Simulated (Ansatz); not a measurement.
**MoS2 (fluorite): one cell under locks on the spin (series 3), part 1 of 2**

Aim: hold or release the moments of MoS2 (fluorite) in several ways at one fixed cell, and compare the energies. Cell and atoms stay fixed. The cell was built by placing the elements on the sites of a structure type; the runs don't test whether it is the stable form.

Method: DFT LDA+U (U = 3 eV, J = 0.7 eV on Mo d), plane waves, PAW, in Ansatz 0.2.0.

## 1. The structure to begin with

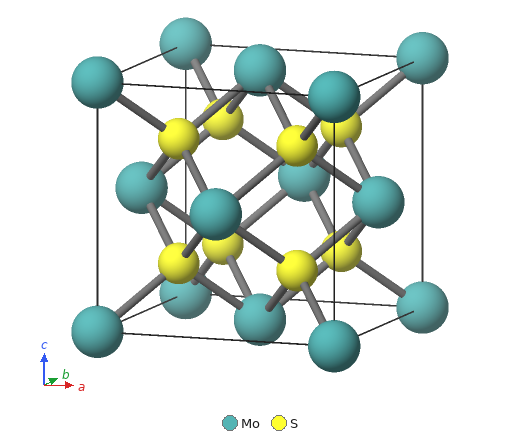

The starting structure, seen slightly off an axis (molybdenum teal, sulfur yellow). Atoms on the faces are drawn again on the opposite ones. The cell drawn here is the conventional one.

Structure file:

```
Mo S
1.0
     0.00000    2.99595    2.99595
     2.99595    0.00000    2.99595
     2.99595    2.99595    0.00000
Mo S
1 2
Direct
  0.00000 0.00000 0.00000
  0.25000 0.25000 0.25000
  0.75000 0.75000 0.75000
```

The runs: no spin polarisation; total moment locked, 1.80 μB per cell; total moment held at first, then free, 1.00 μB per cell.

An earlier series on this cell reached its lowest free state from «ferromagnetic start, free, symmetry kept, no search», perhaps among other starts.

## 2. No spin polarisation

The input, input.yaml:

```yaml
crystal:
  lattice:
    - [0.0, 2.99595142, 2.99595142]
    - [2.99595142, 0.0, 2.99595142]
    - [2.99595142, 2.99595142, 0.0]
  atoms:
    - { symbol: Mo, position: [0.0, 0.0, 0.0] }
    - { symbol: S, position: [0.25, 0.25, 0.25] }
    - { symbol: S, position: [0.75, 0.75, 0.75] }
basis:
  ecutwfc: 420
  ecutrho_ratio: 4
kpoints:
  mp_grid: { grid: [6, 6, 6] }
hamiltonian:
  xc: lda
  hubbard: { sites: [{ site: 0, l: d, u: 3.0, j: 0.7 }] }
scf:
  occupations: { method: gaussian, width: 0.05 }
  lower_state_search: "off"
  max_iter: 150
output:
  forces: true
  stress: true
  eigenvalues: true
  populations: true
  hubbard: { sites: [{ site: 0, l: d }] }
```

Run with:

```bash
$ ansatz run input.yaml --threads 2 --pin off --max-ram 3072MiB --backend cpu --events-out ev --progress --plain --runs-dir out
```

Standard output, cut to the lines that bear on the results:

```text
Warning: RAYON_NUM_THREADS=2 ignored (pool sized by the plan → 2); use --threads N
Mo: projections on atomic orbitals take those of the free atom [Ar 3d10] 4s2 4p6 4d5 5s1, of charge +0.00 (hamiltonian.pseudopotentials.projection_atoms); the dataset's partial waves leave at most 6.0e-6 of an orbital's norm unspanned inside its sphere
S: projections on atomic orbitals take those of the free atom [Ne] 3s2 3p4, of charge +0.00 (hamiltonian.pseudopotentials.projection_atoms); the dataset's partial waves leave at most 1.6e-7 of an orbital's norm unspanned inside its sphere
[...]
Pseudopotentials: kind: paw
Pseudopotential: Mo, paw, valence charge 14, recommended cutoff 420 eV (normal), Mo.paw.azcp
Pseudopotential: S, paw, valence charge 6, recommended cutoff 420 eV (normal), S.paw.azcp
Functional definition: SPW92
[...]
Crystal: 3 atoms, lattice volume = 53.782 Å³
Basis set: ecut = 420 eV, 1067 PW (Γ)
Bands: 17, of which v1, the nominal top of the filled ones, is band 13 counted from 1 (12 counted from 0)
Symmetry: 48 space group operations
Space group: Fm-3m (ITA 225), of the structure as read, at distance tolerance 3.8e-5 Å
k-points: 16 of 216
[...]
SCF iter   1: F=—  HF=-6580.362354 eV  |F-HF|=—  |Δ(HF+E_count)|=         —  Δρ=7.11e-2  dr2=4.33e0  ethr=3.10e-3  ⟨swp⟩=5.7  Hψ=1435  notcnv=0
[...]
SCF iter   8: F=-6579.702361 eV  HF=-6579.702361 eV  |F-HF|=3.16e-8  |Δ(HF+E_count)|=   3.32e-7  Δρ=7.58e-6  dr2=4.83e-8  ethr=3.85e-10  ⟨swp⟩=5.8  Hψ=1198  notcnv=0
[...]
SCF converged after 8 iterations
Free energy (F): -6579.702361 eV
[...]
E sigma→0 (E₀):  -6579.698802 eV
Entropy (-TS):   -0.007119 eV (-2.373 meV/atom)
Fermi energy:    10.475548 eV
[...]
--- DFT+U+J on-site energies (Liechtenstein; fll double counting; per corrected site; eV) ---
  site 0 (l=d): U=3.0000  J=0.7000  Tr N=5.0886  E_int=31.255516  E_dc=28.456974  E_U=2.798542
--- Forces (eV/Å), atoms counted from 1 ---
  atom   1  Mo    -0.00000000     0.00000000     0.00000000
  atom   2  S     -0.00000000     0.00000000    -0.00000000
  atom   3  S      0.00000000     0.00000000     0.00000000
[...]
--- Stress (GPa, compression-positive) ---
      -14.323597      -0.000000       0.000000
       -0.000000     -14.323597      -0.000000
       -0.000000      -0.000000     -14.323597
  P = ⅓ Tr σ = -14.3236 GPa (-143.236 kbar)
--- Band table (eV; the first three rows and the last of 16) ---
  k-point 0: bands = ["-50.3516", "-24.4611", "-24.4611", "-24.4611", "-4.1712", "-0.0610", "5.0915", "5.0915", "5.0915", "9.5907", "9.5907", "10.1603", "10.1603", "10.1603", "14.5721", "14.5721", "14.5721"]
[...]
Occupation matrices written to <dir>
--- Löwdin populations: 3 sites ---
  site symbol       q [e]
     0     Mo     13.6443
     1      S      6.0906
     2      S      6.0906
  spilling = 0.006712 (of n_electrons = 26.000000)
--- Occupation matrices: 1 shell (run DFT+U table (all-electron-ortho-atomic); ε = 5.44e-3) ---
  Mo0 d_4D: site group Oh (m-3m)
  Mo0 d_4D -      Tr n = 2.5443  λ = 0.443 0.443 0.443 0.608 0.608  [3× xz 0.33 (T2g 1.00) T2g(1.00) | 2× z2 0.50 (Eg 1.00) Eg(1.00)]
  Tr n, λ and their labels are of the run-group-symmetrised matrices; stabiliser: 96 of 96 elements of G0×{1,Θ} (closed), max defect 1.8e-15 at τ = 1.2e-3
```

It took 2.1 s on 2 threads of Arm Neoverse N1, shared host; peak memory 0.33 GiB.

Result: no gap, pressure -14.3 GPa, no moment over 0.05 μB in any sphere, largest force component 0.00 eV/Å, 48 symmetry operations imposed.

The shells' filling, with natural orbitals sorted by occupation:

```tsv
shell	channel	electrons	over 0.8	0.2 to 0.8	under 0.2
Mo 4d (atom 1)	each spin	2.54	0	5	0
```

## 3. Total moment locked, 1.80 μB per cell

The input, input.yaml:

```yaml
crystal:
  lattice:
    - [0.0, 2.99595142, 2.99595142]
    - [2.99595142, 0.0, 2.99595142]
    - [2.99595142, 2.99595142, 0.0]
  atoms:
    - { symbol: Mo, position: [0.0, 0.0, 0.0], spin: 1.8 }
    - { symbol: S, position: [0.25, 0.25, 0.25] }
    - { symbol: S, position: [0.75, 0.75, 0.75] }
basis:
  ecutwfc: 420
  ecutrho_ratio: 4
kpoints:
  mp_grid: { grid: [6, 6, 6] }
hamiltonian:
  xc: lda
  hubbard:
    sites:
      - { site: 0, l: d, u: 3.0, j: 0.7, starting_ns: [{ spin: up, occupation_matrix: s0up }, { spin: down, occupation_matrix: s0down }] }
    occupation_matrices:
      s0up:
        matrix:
          - [0.97, 0.0, 0.0, 0.0, 0.0]
          - [0.0, 0.02, 0.0, 0.0, 0.0]
          - [0.0, 0.0, 0.02, 0.0, 0.0]
          - [0.0, 0.0, 0.0, 0.97, 0.0]
          - [0.0, 0.0, 0.0, 0.0, 0.02]
      s0down:
        matrix:
          - [0.02, 0.0, 0.0, 0.0, 0.0]
          - [0.0, 0.02, 0.0, 0.0, 0.0]
          - [0.0, 0.0, 0.02, 0.0, 0.0]
          - [0.0, 0.0, 0.0, 0.02, 0.0]
          - [0.0, 0.0, 0.0, 0.0, 0.02]
    ns_hold: { iters: 8 }
scf:
  occupations: { method: gaussian, width: 0.05 }
  lower_state_search: "off"
  max_iter: 150
output:
  forces: true
  stress: true
  eigenvalues: true
  populations: true
  hubbard: { sites: [{ site: 0, l: d }] }
magnetization:
  spin_polarized: true
  initial_magnetization: 1.8
  spin_locking: { lock_magnetization: hard }
```

The typed matrices put 0.97 on the chosen orbitals and 0.02 on the others, and are held for 8 cycles. The lock stays on to the end, so the result is a constrained state.

Run with:

```bash
$ ansatz run input.yaml --threads 2 --pin off --max-ram 3072MiB --backend cpu --events-out ev --progress --plain --runs-dir out
```

Standard output:

```text
Warning: output.stress: scf.convergence.dr2_threshold = 1e-7 eV (the SCF's general default) is looser than the 3e-10 eV advised for a printed stress (1e-10 eV for each atom of the cell: 3). What an SCF threshold leaves in a stress goes as its square root, and in the free energy as the threshold itself, and one threshold admits the most on a small cell: of the crystals measured, under no hybrid functional and no lock of the moments, on runs that ended without the residual-converged pass, on stresses that held no estimate of that error, the worst erred by over 100 MPa in a component at 1e-7 eV an atom and by under 5 at 1e-10. Set scf.convergence.dr2_threshold to 3e-10 eV or tighter. The threshold is an SCF's pass mark: one that does not reach it within its budget of iterations ends unconverged, or closes short of it on a stop that the run arms, and scf.convergence.dr2_threshold's page says what that costs each kind of run
Warning: RAYON_NUM_THREADS=2 ignored (pool sized by the plan → 2); use --threads N
Mo: projections on atomic orbitals take those of the free atom [Ar 3d10] 4s2 4p6 4d5 5s1, of charge +0.00 (hamiltonian.pseudopotentials.projection_atoms); the dataset's partial waves leave at most 6.0e-6 of an orbital's norm unspanned inside its sphere
S: projections on atomic orbitals take those of the free atom [Ne] 3s2 3p4, of charge +0.00 (hamiltonian.pseudopotentials.projection_atoms); the dataset's partial waves leave at most 1.6e-7 of an orbital's norm unspanned inside its sphere
Engine: ansatz 0.2.0, aarch64-unknown-linux-gnu
[... 4 set-up lines as earlier in the session ...]
  exchange = slater_x
  correlation = pw_c
Crystal: 3 atoms, lattice volume = 53.782 Å³
Basis set: ecut = 420 eV, 1067 PW (Γ)
Bands: 18, of which v1, the nominal top of the filled ones, is band 13 counted from 1 (12 counted from 0)
[... 2 set-up lines as earlier in the session ...]
Magnetic group: BNS 225.116 (UNI 1618), of the structure as read, at distance tolerance 3.8e-5 Å
k-points: 16 of 216
Non-local potential: Mo, projectors of the file, l = 0: 3, l = 1: 2, l = 2: 2, l = 3: 1
Non-local potential: S, projectors of the file, l = 0: 2, l = 1: 2, l = 2: 2
PAW form: soft (Blöchl's): semilocal exchange-correlation on the pseudo side does not see the compensation charge
PAW frozen core: Mo, regenerated for the run's functional, and the local potential with it (the file was generated under x = pbe(κ = 0.804, μ = 0.2195149727645171), c = pbe(β = 0.06672455060314922))
PAW frozen core: S, regenerated for the run's functional, and the local potential with it (the file was generated under x = pbe(κ = 0.804, μ = 0.2195149727645171), c = pbe(β = 0.06672455060314922))
PAW one-centre angular grid: Mo, 590 points (default); XC on 64 Gauss nodes
PAW one-centre angular grid: S, 110 points (default); XC on 64 Gauss nodes
Initial density: superposition of atomic densities (chi_scale 0.1, normalization cell)
Starting moments: Σ|m| = 1.8 μB on 1 of 3 sites
Initial wavefunctions: pseudopotential atomic-orbital guess
Functional: x = slater, c = lda
SCF iter   1: F=—  HF=-6581.921956 eV  |F-HF|=—  |Δ(HF+E_count)|=         —  Δρ=7.54e-2 (↑7.54e-2 ↓4.88e-2)  dr2=1.19e1  dr2_m=4.69e-1  M=1.800 μB ∫|m|=1.851 μB  β_m=0.30  ethr=3.10e-3  ⟨swp⟩=5.8  Hψ=3112  notcnv=0
preconditioner: auto → none  [insulator: Δε(μ)=0.083 eV  Ē_g=9.372 eV  σ=0.050 eV  W_gap=0.52  n_scr=14 (ndim 8)  ℏωp=21.5 eV  f_vac=0.000  D(μ)=1.96/eV (n_scr^D=14)  ε∞_Penn≈6.3]
SCF iter   2: F=—  HF=-6579.648570 eV  |F-HF|=—  |Δ(HF+E_count)|=    2.27e0  Δρ=3.50e-2 (↑2.71e-2 ↓3.50e-2)  dr2=1.89e0  dr2_m=1.88e-1  M=1.800 μB ∫|m|=1.851 μB  β_m=0.27  ethr=3.10e-3  ⟨swp⟩=3.0  Hψ=1543  notcnv=0  defer=15
SCF iter   3: F=—  HF=-6579.384803 eV  |F-HF|=—  |Δ(HF+E_count)|=   2.64e-1  Δρ=2.33e-2 (↑2.33e-2 ↓1.96e-2)  dr2=2.45e-1  dr2_m=1.43e-1  M=1.800 μB ∫|m|=1.912 μB  β_m=0.53  ethr=3.10e-3  ⟨swp⟩=2.3  Hψ=1062  notcnv=0  defer=17
SCF iter   4: F=—  HF=-6579.505793 eV  |F-HF|=—  |Δ(HF+E_count)|=   1.21e-1  Δρ=1.43e-2 (↑8.93e-3 ↓1.43e-2)  dr2=5.64e-1  dr2_m=4.34e-3  M=1.800 μB ∫|m|=1.892 μB  β_m=0.45  ethr=9.42e-4  ⟨swp⟩=2.1  Hψ=1107  notcnv=0  defer=16
SCF iter   5: F=—  HF=-6579.441091 eV  |F-HF|=—  |Δ(HF+E_count)|=   6.47e-2  Δρ=8.92e-3 (↑4.66e-3 ↓8.92e-3)  dr2=1.93e-1  dr2_m=2.35e-3  M=1.800 μB ∫|m|=1.888 μB  β_m=0.72  ethr=9.42e-4  ⟨swp⟩=2.0  Hψ=823  notcnv=0  defer=16
SCF iter   6: F=—  HF=-6579.414054 eV  |F-HF|=—  |Δ(HF+E_count)|=   2.70e-2  Δρ=2.72e-3 (↑1.74e-3 ↓2.72e-3)  dr2=1.88e-2  dr2_m=1.34e-4  M=1.800 μB ∫|m|=1.899 μB  β_m=0.64  ethr=7.44e-4  ⟨swp⟩=2.0  Hψ=692  notcnv=0  defer=16
SCF iter   7: F=—  HF=-6579.411550 eV  |F-HF|=—  |Δ(HF+E_count)|=   2.50e-3  Δρ=5.98e-4 (↑5.98e-4 ↓4.76e-4)  dr2=3.62e-4  dr2_m=3.35e-5  M=1.800 μB ∫|m|=1.915 μB  β_m=0.82  ethr=7.22e-5  ⟨swp⟩=1.4  Hψ=648  notcnv=0  defer=16
SCF iter   8: F=—  HF=-6579.411573 eV  |F-HF|=—  |Δ(HF+E_count)|=   2.36e-5  Δρ=3.78e-4 (↑7.49e-5 ↓3.78e-4)  dr2=1.91e-4  dr2_m=1.48e-5  M=1.800 μB ∫|m|=1.923 μB  β_m=0.91  ethr=1.39e-6  ⟨swp⟩=2.3  Hψ=933  notcnv=0  defer=16
SCF iter   9: F=—  HF=-6579.411558 eV  |F-HF|=—  |Δ(HF+E_count)|=   1.52e-5  Δρ=1.38e-4 (↑2.93e-5 ↓1.38e-4)  dr2=2.71e-5  dr2_m=1.83e-6  M=1.800 μB ∫|m|=1.925 μB  β_m=0.91  ethr=7.34e-7  ⟨swp⟩=1.1  Hψ=580  notcnv=0  defer=16
Mixer restart at iter 9: flushing history
[... 1 line left out ...]
SCF iter  11: F=—  HF=-6580.719860 eV  |F-HF|=—  |Δ(HF+E_count)|=    1.31e0  Δρ=1.33e-2 (↑1.31e-2 ↓1.33e-2)  dr2=7.30e-1  dr2_m=3.81e-4  M=1.800 μB ∫|m|=1.904 μB  β_m=0.07  ethr=1.04e-7  ⟨swp⟩=4.6  Hψ=1645  notcnv=0  defer=16
SCF iter  12: F=—  HF=-6580.656416 eV  |F-HF|=—  |Δ(HF+E_count)|=   6.34e-2  Δρ=9.03e-3 (↑8.57e-3 ↓9.03e-3)  dr2=3.15e-1  dr2_m=4.32e-4  M=1.800 μB ∫|m|=1.905 μB  β_m=0.29  ethr=1.04e-7  ⟨swp⟩=3.4  Hψ=1795  notcnv=0  defer=16
SCF iter  13: F=—  HF=-6580.613355 eV  |F-HF|=—  |Δ(HF+E_count)|=   4.31e-2  Δρ=2.42e-3 (↑2.42e-3 ↓1.35e-3)  dr2=6.98e-3  dr2_m=2.15e-4  M=1.800 μB ∫|m|=1.946 μB  β_m=0.57  ethr=1.04e-7  ⟨swp⟩=4.5  Hψ=1794  notcnv=0  defer=16
SCF iter  14: F=—  HF=-6580.632270 eV  |F-HF|=—  |Δ(HF+E_count)|=   1.89e-2  Δρ=1.10e-3 (↑1.10e-3 ↓6.36e-4)  dr2=3.07e-4  dr2_m=2.13e-4  M=1.800 μB ∫|m|=1.980 μB  β_m=0.78  ethr=1.04e-7  ⟨swp⟩=3.0  Hψ=1369  notcnv=0  defer=16
SCF iter  15: F=—  HF=-6580.632937 eV  |F-HF|=—  |Δ(HF+E_count)|=   6.66e-4  Δρ=2.94e-4 (↑2.78e-4 ↓2.94e-4)  dr2=3.94e-6  dr2_m=3.96e-5  M=1.800 μB ∫|m|=2.004 μB  β_m=0.89  ethr=1.04e-7  ⟨swp⟩=2.5  Hψ=990  notcnv=0  defer=16
SCF iter  16: F=—  HF=-6580.633003 eV  |F-HF|=—  |Δ(HF+E_count)|=   6.66e-5  Δρ=1.38e-4 (↑6.29e-5 ↓1.38e-4)  dr2=8.35e-6  dr2_m=4.77e-6  M=1.800 μB ∫|m|=2.012 μB  β_m=0.95  ethr=1.51e-8  ⟨swp⟩=2.1  Hψ=987  notcnv=0  defer=16
SCF iter  17: F=—  HF=-6580.633012 eV  |F-HF|=—  |Δ(HF+E_count)|=   8.44e-6  Δρ=3.69e-5 (↑2.77e-5 ↓3.69e-5)  dr2=8.35e-7  dr2_m=3.61e-7  M=1.800 μB ∫|m|=2.016 μB  β_m=0.84  ethr=1.51e-8  ⟨swp⟩=2.0  Hψ=918  notcnv=0  defer=16
iter 18 did not close the SCF: its close was put off for a magnetic moment that had not settled (scf_convergence_deferred on its scf_iter line)
SCF iter  18: F=-6580.633012 eV  HF=-6580.633012 eV  |F-HF|=3.83e-8  |Δ(HF+E_count)|=   3.04e-7  Δρ=7.21e-6 (↑3.31e-6 ↓7.21e-6)  dr2=5.36e-8  dr2_m=8.58e-9  M=1.800 μB ∫|m|=2.017 μB  β_m=0.90  ethr=3.85e-10  ⟨swp⟩=5.7  Hψ=2524  notcnv=0
SCF iter  19: F=-6580.633012 eV  HF=-6580.633012 eV  |F-HF|=5.46e-12  |Δ(HF+E_count)|=   8.96e-9  Δρ=5.09e-7 (↑4.39e-7 ↓5.09e-7)  dr2=1.09e-10  dr2_m=8.67e-11  M=1.800 μB ∫|m|=2.017 μB  ethr=2.06e-10  ⟨swp⟩=2.0  Hψ=1773  notcnv=0
SCF 1 converged in 19 iterations: F = -6580.633012 eV  dr2 = 1.09e-10
SCF converged after 19 iterations
Stability checked in part: among states of this total moment the steps that led to this state did not find it unstable. No probe was made; neither looks for a lower state of another moment (fixed_total_moment; see scf.lower_state_search)
Magnetization: 1.8000 μB (13.9000 up, 12.1000 down)
Absolute magnetization: 2.0172 μB (∫|ρ↑−ρ↓|, with the PAW one-centre terms)
Spin contamination: 0.1164 ħ² per cell (⟨S²⟩ above its minimum at these occupations)
Per-site moments (μB) at R_I (Å): [(1.3887644868155924, 1.0702601407674257), (-0.039255541702814194, 1.070260140767426), (-0.039255541702814194, 1.0702601407674257)]
Free energy (F): -6580.633012 eV
Harris-Foulkes:  -6580.633012 eV  (|F-HF|=5.46e-12)
Internal energy: -6580.629953 eV  (E = F + TS)
E sigma→0 (E₀):  -6580.631483 eV
Entropy (-TS):   -0.003059 eV (-1.020 meV/atom)
Fermi energy:    10.948636 (↑ 10.385213, ↓ 11.512060) eV
--- Per-component energies (eV) ---
  E_band       = -152.207091
  E_kinetic    = 653.454843
  E_local      = -1447.665076  (includes V_loc(G=0)·N_el)
  E_nonlocal   = 207.571800
  E_hartree    = 498.727036
  E_xc         = -373.872182
  E_vxc        = -402.781802  (∫ρ·V_xc dr)
  E_hubbard    = 1.803835  (on-site DFT+U / exact-exchange correction)
  E_vhub       = -2.013158  (the Hubbard potential's part of the band-sum identity)
  E_paw        = -4226.934214  (= ΣΔE_a)
  E_vpaw       = -158.227542  (= ΣTr[D̂ρ^β])
  E_aug_tail   = 0.000032  (compensation charges beyond the density's cutoff)
  E_ewald      = -1894.495239
  E_core_change = 0.779211  (= ΣΔE_core)
  E_smearing   = -0.003059  (= −TS)
  E_closure    = 0.000000  (closes the sum)
  Σ components = -6580.633012   (vs F -6580.633012, Δ=0.00e0)
--- DFT+U+J on-site energies (Liechtenstein; fll double counting; per corrected site; eV) ---
  site 0 (l=d): U=3.0000  J=0.7000  Tr N=4.8877  E_int=27.235628  E_dc=25.431793  E_U=1.803835
--- Specified on-site occupations, and those of the state reported ---
  electrons in the specified blocks: 2.1000 specified, 4.8877 found
  site 0 (l=d) ↑: largest change of an orbital's occupation 0.4600; electrons 2.0000 specified, 3.3703 found; spectral distance 0.7969
  site 0 (l=d) ↓: largest change of an orbital's occupation 0.4046; electrons 0.1000 specified, 1.5174 found; spectral distance 0.7155
--- Forces (eV/Å), atoms counted from 1 ---
  atom   1  Mo    -0.00000000     0.00000000     0.00000000
  atom   2  S     -0.00000000    -0.00000000     0.00000000
  atom   3  S     -0.00000000     0.00000000     0.00000000
  max |Σ_I F_I| component: 5.55e-17 eV/Å
--- Stress (GPa, compression-positive) ---
       -7.998239      -0.000000      -0.000000
       -0.000000      -7.998239      -0.000000
       -0.000000       0.000000      -7.998239
  P = ⅓ Tr σ = -7.9982 GPa (-79.982 kbar)
--- Band table (eV; the first three rows and the last of 32) ---
  k-point 0 ↑: bands = ["-50.9692", "-25.1072", "-25.1072", "-25.1072", "-4.0698", "0.1449", "5.0668", "5.0668", "5.0668", "7.8399", "7.8399", "10.2881", "10.2881", "10.2881", "14.3291", "14.3291", "14.3291", "15.5689"]
  k-point 1 ↑: bands = ["-50.9689", "-25.1138", "-25.1081", "-25.1081", "-3.8112", "-0.3337", "5.2438", "5.2438", "5.8276", "7.5562", "7.5562", "9.3508", "10.3039", "10.3039", "12.8476", "13.8423", "13.8423", "16.5732"]
  k-point 2 ↑: bands = ["-50.9683", "-25.1269", "-25.1101", "-25.1101", "-3.1277", "-1.2264", "5.5472", "5.5472", "7.1625", "7.4605", "7.4605", "7.8264", "9.5831", "9.5831", "11.8573", "13.7954", "13.7954", "17.3637"]
  k-point 15 ↓: bands = ["-49.9704", "-24.0639", "-24.0541", "-24.0492", "-2.1258", "-1.7735", "4.4470", "5.4433", "6.7139", "7.9733", "8.6027", "11.4192", "12.0259", "12.4591", "12.5583", "13.0911", "14.3773", "16.9713"]
Occupation matrices written to <dir>
--- Löwdin populations: 3 sites ---
  site symbol       q [e]    m [muB]
     0     Mo     13.4386     1.8898
     1      S      6.1938    -0.0629
     2      S      6.1938    -0.0629
  spilling = 0.006686 (of n_electrons = 26.000000)
--- Occupation matrices: 1 shell (run DFT+U table (all-electron-ortho-atomic); ε = 4.91e-4) ---
  Mo0 d_4D: site group Oh (m-3m)
  Mo0 d_4D up     Tr n = 3.3703  λ = 0.480 0.480 0.480 0.965 0.965  [3× xz 0.33 (T2g 1.00) T2g(1.00) | 2× z2 0.50 (Eg 1.00) Eg(1.00)]
  Mo0 d_4D dn     Tr n = 1.5174  λ = 0.122 0.122 0.425 0.425 0.425  [2× z2 0.50 (Eg 1.00) Eg(1.00) | 3× xz 0.33 (T2g 1.00) T2g(1.00)]
  specified occupation → Mo0 d_4D up: matrix, ‖Δ‖_F = 0.7969, Tr Δ = -1.3703, displaced = 0.6950, d_λ = 0.7969; orbital distance = 0.0000
  specified occupation → Mo0 d_4D dn: matrix, ‖Δ‖_F = 0.7155, Tr Δ = -1.4174, displaced = 0.7087, d_λ = 0.7155; orbital distance = 0.0000
  Tr n, λ and their labels are of the run-group-symmetrised matrices; stabiliser: 48 of 96 elements of G0×{1,Θ} (closed), max defect 1.9e-15 at τ = 1.0e-4
```

It took 4.8 s on 2 threads of Arm Neoverse N1, shared host; peak memory 0.36 GiB.

End state: no gap, pressure -8.0 GPa, moments in spheres Mo 1.39 μB, largest force component 0.00 eV/Å, 48 symmetry operations imposed.

The shells' filling, with natural orbitals sorted by occupation:

```tsv
shell	channel	electrons	over 0.8	0.2 to 0.8	under 0.2
Mo 4d (atom 1)	up	3.37	2	3	0
Mo 4d (atom 1)	down	1.52	0	3	2
```

(Continued in part 2 of 2.)
